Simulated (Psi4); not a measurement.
# CH2ClF (chlorofluoromethane): a chain of runs, part 2 of 2

Psi4 1.11. The steps go on from the part before.

### Step 4. The doublet cation: a geometry optimisation at UBP86/def2-SVP (density fitting) (run 3)

ch2clf.py

```python
import psi4

psi4.set_memory(1600000000)
psi4.set_num_threads(1)
psi4.core.set_output_file('output.dat', False)

m = psi4.geometry("""
1 2
F
C 1 1.360832
Cl 2 1.801859 1 111.33079
H 2 1.109595 1 109.89387 3 -118.45072
H 2 1.109579 4 111.55324 1 122.12451
units angstrom
symmetry c1
""")

options = {'basis': 'def2-SVP', 'reference': 'uks'}
psi4.set_options(options)

result = psi4.optimize('BP86')
print('E =', round(result, 9))
print(m.to_string(dtype='xyz', units='Angstrom'))
```

Launch:

```bash
$ python ch2clf.py
```

output.dat:

```text
gradient() will perform analytic gradient computation.

   => Loading Basis Set <=

    Name: DEF2-SVP
    Role: ORBITAL
    Keyword: BASIS

         ---------------------------------------------------------
                                   SCF
                              UKS Reference
                        1 Threads,   1525 MiB Core
         ---------------------------------------------------------

  ==> Geometry <==

    Molecular point group: c1
    Full point group: C1

    Geometry (in Angstrom), charge = 1, multiplicity = 2:

       Center              X                  Y                   Z               Mass
    ------------   -----------------  -----------------  -----------------  -----------------
         F           -0.000002838057     0.848608228693    -1.328864906178    18.998403162730
         C           -0.000002838057     0.848608228693     0.031967093822    12.000000000000
         CL          -0.000002838057    -0.829816018079     0.687396650470    34.968852682000
         H           -0.917370382460     1.345677010354     0.409538913213     1.007825032230
         H            0.917556147647     1.345478698605     0.409287648690     1.007825032230

  Running in c1 symmetry.

  Rotational constants: A =      1.40499  B =      0.18350  C =      0.16778 [cm^-1]
  Rotational constants: A =  42120.55910  B =   5501.07289  C =   5029.93500 [MHz]
  Nuclear repulsion =  100.094221075423405

  Charge       = 1
  Multiplicity = 2
  Electrons    = 33
  Nalpha       = 17
  Nbeta        = 16

  ==> Algorithm <==

  SCF Algorithm Type is DF.
  DIIS enabled.
  MOM disabled.
  Fractional occupation disabled.
  Guess Type is SAD.
  Energy threshold   = 1.00e-08
  Density threshold  = 1.00e-08
  Integral threshold = 1.00e-12

  ==> Primary Basis <==

  Basis Set: DEF2-SVP
    Blend: DEF2-SVP
    Number of shells: 26
    Number of basis functions: 56
    Number of Cartesian functions: 59
    Spherical Harmonics?: true
    Max angular momentum: 2

  ==> DFT Potential <==

   => LibXC <=

    Version 7.1.2

   => Composite Functional: BP86 <=

    BP86 GGA Exchange-Correlation Functional

    Deriv               =              1
    GGA                 =           TRUE
    Meta                =          FALSE

    Exchange Hybrid     =          FALSE
    MP2 Hybrid          =          FALSE

   => Exchange Functionals <=

    1.0000     XC_GGA_X_B88

   => Correlation Functionals <=

    1.0000     XC_GGA_C_P86

   => LibXC Density Thresholds  <==

    XC_GGA_C_P86:  1.00E-15
    XC_GGA_X_B88:  1.00E-15

   => Molecular Quadrature <=

    Radial Scheme          =       TREUTLER
    Pruning Scheme         =           NONE
    Nuclear Scheme         =       TREUTLER

    Blocking Scheme        =         OCTREE
    BS radius alpha        =              1
    Pruning alpha          =              1
    Radial Points          =             75
    Spherical Points       =            302
    Total Points           =         107440
    Total Blocks           =            869
    Max Points             =            255
    Max Functions          =             55
    Weights Tolerance      =       1.00E-15

   => Loading Basis Set <=

    Name: (DEF2-SVP AUX)
    Role: JKFIT
    Keyword: DF_BASIS_SCF

  ==> Integral Setup <==

  DFHelper Memory: AOs need 0.009 GiB; user supplied 0.967 GiB.
  SCF_SUBTYPE=INCORE selected. In-core MEM_DF algorithm will be used.
  Using in-core AOs.

  ==> MemDFJK: Density-Fitted J/K Matrices <==

    J tasked:                   Yes
    K tasked:                    No
    wK tasked:                   No
    Memory [MiB]:               990
    Algorithm:                 Core
    Schwarz Cutoff:           1E-12
    Mask sparsity (%):       0.8929
    Fitting Condition:        1E-10

   => Auxiliary Basis Set <=

  Basis Set: (DEF2-SVP AUX)
    Blend: DEF2-UNIVERSAL-JKFIT
    Number of shells: 100
    Number of basis functions: 316
    Number of Cartesian functions: 377
    Spherical Harmonics?: true
    Max angular momentum: 4

  Cached 100.0% of DFT collocation blocks in 0.151 [GiB].

  Minimum eigenvalue in the overlap matrix is 1.1619656179E-02.
  Reciprocal condition number of the overlap matrix is 2.6725134972E-03.
    Using symmetric orthogonalization.

  ==> Pre-Iterations <==

  SCF Guess: Superposition of Atomic Densities via on-the-fly atomic UHF (no occupation information).

   -------------------------
    Irrep   Nso     Nmo
   -------------------------
     A         56      56
   -------------------------
    Total      56      56
   -------------------------

  ==> Iterations <==

                           Total Energy        Delta E     RMS |[F,P]|

[... 1 line left out ...]
   @DF-UKS iter   1:  -598.59402922842060    3.08894e-01   7.83463e-03 ADIIS/DIIS
[... 4 lines left out ...]
   @DF-UKS iter   6:  -598.71675808707050   -2.10293e-04   1.90307e-04 ADIIS/DIIS
[... 4 lines left out ...]
   @DF-UKS iter  11:  -598.71683461265320   -2.42721e-10   7.64440e-08 DIIS
[... 12 lines left out ...]
   @S^2 Expected:                7.500000000E-01
[... 49 lines left out ...]
  @DF-UKS Final Energy:  -598.71683461266502
[... 7 lines left out ...]
    Empirical Dispersion Energy =           0.0000000000000000
[... 27 lines left out ...]
 Dipole Z            :         -0.5414084            1.3919496            0.8505413
[... 130 lines left out ...]
	  Convergence Criteria     1.00e-06 *    3.00e-04 *             o    1.20e-03 *             o~
[... 124 lines left out ...]
   @DF-UKS iter   2:  -598.69427351830529    2.38177e-02   3.95054e-03 ADIIS/DIIS
[... 4 lines left out ...]
   @DF-UKS iter   7:  -598.71979793147500   -1.53913e-07   1.55871e-06 DIIS
[... 4 lines left out ...]
  Energy and wave function converged.
[... 12 lines left out ...]
   @S   Observed:                5.000000000E-01
[... 14 lines left out ...]
    Two-Electron Energy =                 361.8189743223127834
[... 27 lines left out ...]
 Dipole X            :         -0.0000897            0.0001496            0.0000599
[... 94 lines left out ...]
	Measures of convergence in internal coordinates in au.
[... 98 lines left out ...]
   @DF-UKS iter   0:  -598.73966856898130   -5.98740e+02   1.58880e-03
[... 4 lines left out ...]
   @DF-UKS iter   5:  -598.72090781302927   -6.94192e-05   2.37862e-05 DIIS
[... 4 lines left out ...]
   @DF-UKS iter  10:  -598.72090863840890   -9.32232e-12   2.88265e-08 DIIS
[... 12 lines left out ...]
   @S^2 Observed:                7.511784106E-01
[... 14 lines left out ...]
    Nuclear Repulsion Energy =            101.9000042710345326
[... 4 lines left out ...]
    VV10 Nonlocal Energy =                  0.0000000000000000
[... 69 lines left out ...]
    Weights Tolerance      =       1.00E-15
[... 126 lines left out ...]
    Weights Tolerance      =       1.00E-15
[... 35 lines left out ...]
   @DF-UKS iter   3:  -598.72120675623148   -6.40188e-04   4.40377e-05 DIIS
[... 4 lines left out ...]
   @DF-UKS iter   8:  -598.72121068277590   -7.81029e-11   3.78439e-08 DIIS
[... 12 lines left out ...]
   @S^2 Observed:                7.511786469E-01
[... 14 lines left out ...]
    Nuclear Repulsion Energy =            101.8288002387540558
[... 4 lines left out ...]
    VV10 Nonlocal Energy =                  0.0000000000000000
[... 69 lines left out ...]
    Weights Tolerance      =       1.00E-15
[... 129 lines left out ...]
                           Total Energy        Delta E     RMS |[F,P]|
[... 5 lines left out ...]
   @DF-UKS iter   4:  -598.72130344775144   -2.06321e-07   1.37100e-05 DIIS
[... 4 lines left out ...]
   @DF-UKS iter   9:  -598.72130380069007   -6.82121e-13   2.86835e-09 DIIS
[... 12 lines left out ...]
   @S   Expected:                5.000000000E-01
[... 14 lines left out ...]
    One-Electron Energy =               -1018.5824540957427189
[... 4 lines left out ...]
    Total Energy =                       -598.7213038006900661
[... 116 lines left out ...]
	                                 ==> Convergence Check <==
[... 98 lines left out ...]
                           Total Energy        Delta E     RMS |[F,P]|
[... 5 lines left out ...]
   @DF-UKS iter   4:  -598.72131145849801   -2.19437e-07   5.82403e-06 DIIS
[... 4 lines left out ...]
  Energy and wave function converged.
[... 12 lines left out ...]
   @S   Observed:                5.000000000E-01
[... 14 lines left out ...]
    Two-Electron Energy =                 362.5663280045960732
[... 27 lines left out ...]
 Dipole X            :         -0.0000247            0.0000430            0.0000183
[... 94 lines left out ...]
	Measures of convergence in internal coordinates in au.
[... 98 lines left out ...]
   @DF-UKS iter   0:  -598.72185117195352   -5.98722e+02   1.34864e-04
[... 4 lines left out ...]
   @DF-UKS iter   5:  -598.72131809592611   -2.35479e-07   2.66097e-06 DIIS
[... 4 lines left out ...]
  Energy and wave function converged.
[... 12 lines left out ...]
   @S   Observed:                5.000000000E-01
[... 39 lines left out ...]
    Final Occupation by Irrep:
              A
    DOCC [    16 ]
    SOCC [     1 ]
    NA   [    17 ]
    NB   [    16 ]

  @DF-UKS Final Energy:  -598.72131810674568

   => Energetics <=

    Nuclear Repulsion Energy =            101.9235275922623032
    One-Electron Energy =               -1018.7719088924823154
    Two-Electron Energy =                 362.6219425319384868
    DFT Exchange-Correlation Energy =     -44.4948793384642585
    Empirical Dispersion Energy =           0.0000000000000000
    VV10 Nonlocal Energy =                  0.0000000000000000
    Total Energy =                       -598.7213181067456844

  UHF NO Occupations:
  HONO-2 :   15  A 1.9998406
  HONO-1 :   16  A 1.9998004
  HONO-0 :   17  A 1.0000000
  LUNO+0 :   18  A 0.0001996
  LUNO+1 :   19  A 0.0001594
  LUNO+2 :   20  A 0.0001591
  LUNO+3 :   21  A 0.0000278

Computation Completed

Properties will be evaluated at   0.000000,   0.000000,   0.000000 [a0]

Properties computed using the SCF density matrix

 Multipole Moments:

 ------------------------------------------------------------------------------------
     Multipole            Electronic (a.u.)      Nuclear  (a.u.)        Total (a.u.)
 ------------------------------------------------------------------------------------

 L = 1.  Multiply by 2.5417464519 to convert [e a0] to [Debye]
 Dipole X            :         -0.0000091            0.0000156            0.0000065
 Dipole Y            :         -1.7377601            2.5303010            0.7925409
 Dipole Z            :         -0.5591000            1.3360507            0.7769507
 Magnitude           :                                                    1.1098529

 ------------------------------------------------------------------------------------

	total time  =          2 seconds =       0.03 minutes

         ------------------------------------------------------------
                                   SCF GRAD
         ------------------------------------------------------------

  ==> Geometry <==

    Molecular point group: c1
    Full point group: C1

    Geometry (in Angstrom), charge = 1, multiplicity = 2:

       Center              X                  Y                   Z               Mass
    ------------   -----------------  -----------------  -----------------  -----------------
         F           -0.000000247352     0.788436694570    -1.355728975545    18.998403162730
         C           -0.000000247352     0.788436694570    -0.044237976048    12.000000000000
         CL          -0.000000247352    -0.777684152726     0.729456395886    34.968852682000
         H           -0.888193970346     1.366537921318     0.386621981786     1.007825032230
         H            0.888210160757     1.366519856723     0.386615533438     1.007825032230

  Nuclear repulsion =  101.923527592262303

   => Molecular Quadrature <=

    Radial Scheme          =       TREUTLER
    Pruning Scheme         =           NONE
    Nuclear Scheme         =       TREUTLER

    Blocking Scheme        =         OCTREE
    BS radius alpha        =              1
    Pruning alpha          =              1
    Radial Points          =             75
    Spherical Points       =            302
    Total Points           =         107413
    Total Blocks           =            869
    Max Points             =            256
    Max Functions          =             55
    Weights Tolerance      =       1.00E-15

  -Total Gradient:
     Atom            X                  Y                   Z
    ------   -----------------  -----------------  -----------------
       1        0.000000308783    -0.000083112406     0.000107336177
       2       -0.000000731570     0.000102144287     0.000032422478
       3        0.000000208143    -0.000009326908     0.000048991936
       4        0.000104065316    -0.000067436938    -0.000006631244
       5       -0.000103854798    -0.000067664500    -0.000006809119

	total time  =          0 seconds =       0.00 minutes

    			-----------------------------------------

    			 OPTKING 3.0: for geometry optimizations

    			        with contributions from

    			-----------------------------------------

	                            ===> Fragment 1 <==

	 Z (Atomic Numbers)          Masses                          Geom
	       9.000000            18.998403         -0.00000047  1.48992942 -2.56195646
	       6.000000            12.000000         -0.00000047  1.48992942 -0.08359766
	      17.000000            34.968853         -0.00000047 -1.46961006  1.37847281
	       1.000000             1.007825         -1.67844335  2.58238241  0.73060966
	       1.000000             1.007825          1.67847395  2.58234827  0.73059747

	 - Coordinate -           - BOHR/RAD -       - ANG/DEG -
	 R(1,2)           =         2.478359           1.311491
	 R(2,3)           =         3.300988           1.746808
	 R(2,4)           =         2.161841           1.143997
[... 18 lines of this table left out ...]
	 O(5,2,3,4)       =        -1.143170         -65.498802

	        --- Internal Coordinate Step in ANG or DEG, aJ/ANG or AJ/DEG ---
	-------------------------------------------------------------------------------
	           Coordinate      Previous         Force          Change          New
	           ----------      --------        ------          ------        ------
	               R(1,2)       1.31149        0.00061        0.00008       1.31157
	               R(2,3)       1.74681        0.00007       -0.00002       1.74679
	               R(2,4)       1.14400        0.00096        0.00017       1.14417
[... 18 lines of this table left out ...]
	           O(5,2,3,4)     -65.49880        0.00000        0.01654     -65.48227
	-------------------------------------------------------------------------------

	                                 ==> Convergence Check <==

	Measures of convergence in internal coordinates in au.

	Criteria marked as inactive (o), active & met (*), and active & unmet ( ).

	----------------------------------------------------------------------------------------------
	   Step    Total Energy     Delta E     Max Force     RMS Force      Max Disp      RMS Disp
	----------------------------------------------------------------------------------------------
	  Convergence Criteria     1.00e-06 *    3.00e-04 *             o    1.20e-03 *             o
	----------------------------------------------------------------------------------------------
	     7    -598.72131811   -6.58e-06      1.17e-04 *    4.01e-05 o    3.31e-04 *    1.90e-04 o  ~
	----------------------------------------------------------------------------------------------

Next Geometry in Ang
	Fragment 1 (Ang)

	    F  -0.0000008531   0.7885414569  -1.3557526395
	    C   0.0000005707   0.7883868475  -0.0441824208
	   Cl  -0.0000008773  -0.7777035669   0.7295260136
	    H  -0.8884475351   1.3665194819   0.3865709535
	    H   0.8884641432   1.3665027951   0.3865650526

    Final optimized geometry and variables:
    Molecular point group: c1
    Full point group: C1

    Geometry (in Angstrom), charge = 1, multiplicity = 2:

    F
    C             1    1.311491
    CL            2    1.746808      1  116.290274
    H             2    1.143997      1  112.124894      3 -123.059013
    H             2    1.143999      4  101.864611      1  120.056054

[set-up sections that repeat, and orbital energies of the middle runs, are left out above]
```

The script printed:

```text
Some dependencies such as QCElemental have not yet finished migration to pydantic v2. If issues are encountered please downgrade pydantic or upgrade QCElemental as appropriate
	Previous geometry is closer to target in internal coordinates, so using that one.

	Best geometry has RMS(Delta(q)) = 3.96e-04

	Previous geometry is closer to target in internal coordinates, so using that one.

	Best geometry has RMS(Delta(q)) = 2.43e-04

Optimizer: Optimization complete!
E = -598.721318107
5
1 2 CClFH2
F                    -0.000000247352     0.788436694570    -1.355728975545
C                    -0.000000247352     0.788436694570    -0.044237976048
Cl                   -0.000000247352    -0.777684152726     0.729456395886
H                    -0.888193970346     1.366537921318     0.386621981786
H                     0.888210160757     1.366519856723     0.386615533438
```

Wall time 18 s (1 thread of Intel Xeon 6975P-C (Granite Rapids), shared host); peak memory 0.4 GiB.

Steps, from the record of the run:

```
step  energy from the first frame kept (eV)  largest force (eV/Å)
   0                                 0.0000                2.9706
   1                                -0.0806                1.3851
   2                                -0.1109                0.2365
   3                                -0.1191                0.1188
   4                                -0.1216                0.1087
   5                                -0.1218                0.0780
   6                                -0.1220                0.0070
```

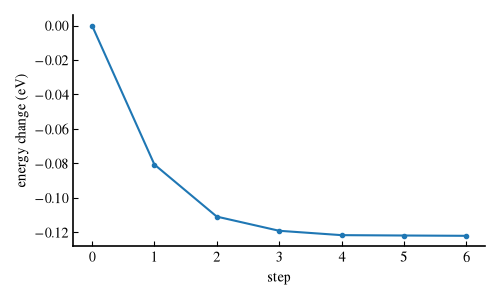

Energy along the run.

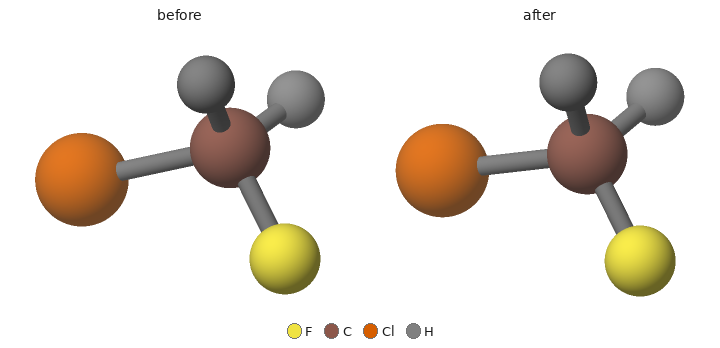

Before and after, at one scale.

After the run. Bond lengths: F1–C2 1.311 Å, C2–Cl3 1.747 Å, C2–H4 1.144 Å, C2–H5 1.144 Å. Angles: F1–C2–Cl3 116.3°, F1–C2–H4 112.1°, F1–C2–H5 112.1°, Cl3–C2–H4 106.6°, Cl3–C2–H5 106.6°, H4–C2–H5 101.9°.

### Step 5. A single-point energy at BP86/def2-SVP (density fitting) (run 4)

input.dat

```
memory 1.6 GB

molecule geom {
  0 1
  F     -1.89316165     1.13156611     1.49090887
  C     -0.01566205     0.18878742     0.17621129
  Cl    -0.75993446    -2.30484226    -1.85464714
  H      1.59679212    -0.50220417     1.43957069
  H      0.97262692     1.69066993    -1.02429014
  units bohr
  symmetry c1
}

set {
  basis def2-SVP
}

energy("bp86")
```

Launch:

```bash
$ psi4 -n 1 input.dat output.dat
```

output.dat, shortened:

```text
[...]
  Running in c1 symmetry.
[...]
  Nuclear repulsion =  101.923536637866903
[...]
  Multiplicity = 1
[...]
  Nalpha       = 17
  Nbeta        = 17
[...]
    Number of basis functions: 56
[...]
   @DF-RKS iter   1:  -599.03957411475869   -3.71771e-02   7.28396e-03 DIIS/ADIIS
[...]
   @DF-RKS iter   9:  -599.12231800546920   -3.11910e-08   1.36905e-07 DIIS
[...]
  @DF-RKS Final Energy:  -599.12231800546920
   => Energetics <=
    Nuclear Repulsion Energy =            101.9235366378669028
    One-Electron Energy =               -1029.3455359526687971
    Two-Electron Energy =                 373.2039661456390149
    DFT Exchange-Correlation Energy =     -44.9042848363062745
    Empirical Dispersion Energy =           0.0000000000000000
    VV10 Nonlocal Energy =                  0.0000000000000000
    Total Energy =                       -599.1223180054691966
[...]
```

Run time: 2.6 s. Hardware: 1 thread of Intel Xeon 6975P-C (Granite Rapids), shared host; peak memory 0.36 GiB.

### Step 6. Summary of results

This closing draws on all 2 parts.

```
                                                               quantity          value
                          run 1, BP86/def2-SVP: total energy at the end  -599.12853 Eh
                                    run 1, BP86/def2-SVP: dipole moment         1.73 D
                                      run 1, BP86/def2-SVP: HOMO energy       -7.13 eV
                                      run 1, BP86/def2-SVP: LUMO energy       -0.18 eV
                                    run 1, BP86/def2-SVP: HOMO–LUMO gap        6.95 eV
                                    doublet cation, run 2: total energy  -598.71683 Eh
              doublet cation, run 2: HOMO energy (highest over α and β)      -15.85 eV
               doublet cation, run 2: LUMO energy (lowest over α and β)      -15.18 eV
                                            doublet cation, run 2: ⟨S²⟩          0.751
                         doublet cation, run 3: total energy at the end  -598.72132 Eh
              doublet cation, run 3: HOMO energy (highest over α and β)      -15.77 eV
               doublet cation, run 3: LUMO energy (lowest over α and β)      -14.84 eV
                                            doublet cation, run 3: ⟨S²⟩          0.751
                                     run 4, BP86/def2-SVP: total energy  -599.12232 Eh
                                    run 4, BP86/def2-SVP: dipole moment         1.44 D
                                      run 4, BP86/def2-SVP: HOMO energy       -6.94 eV
                                      run 4, BP86/def2-SVP: LUMO energy        0.35 eV
                                    run 4, BP86/def2-SVP: HOMO–LUMO gap        7.29 eV
adiabatic ionisation energy (to the doublet cation, no zero-point term)      11.081 eV
```

What this shows: The adiabatic ionisation energy (to the doublet cation, no zero-point term) is 11.08 eV (1069 kJ/mol). The optimisation (run 1, BP86/def2-SVP) took 5 steps and changed the energy by -0.042 eV. At BP86/def2-SVP: Experiment gives 1.82 D for the dipole moment (NIST CCCBDB), so the computed value is 0.09 D (5 %) too low. The optimisation (doublet cation, run 3) took 7 steps and changed the energy by -0.122 eV.
